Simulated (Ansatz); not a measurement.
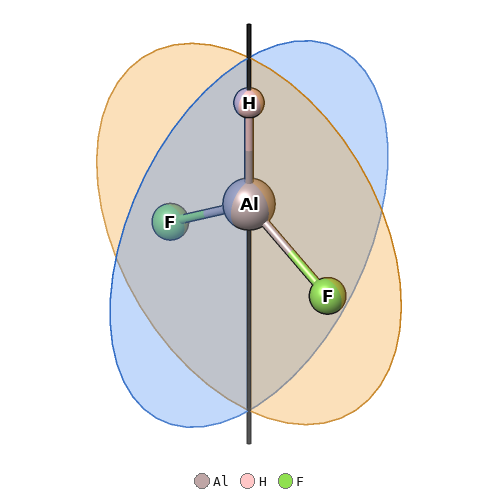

All proper rotation axes (lines) and mirror planes (discs) of the structure are drawn in. Atoms fade into the background with distance from the viewer. Computed geometry: PBE0-D4/def2-TZVP optimisation.

Question: What is the order of each axis, and which point group results?

Answer: It has 1 C2 axis and 2 mirror planes. Point group C2v. The group has 4 operations. The geometry is achiral, and symmetry allows a dipole moment.
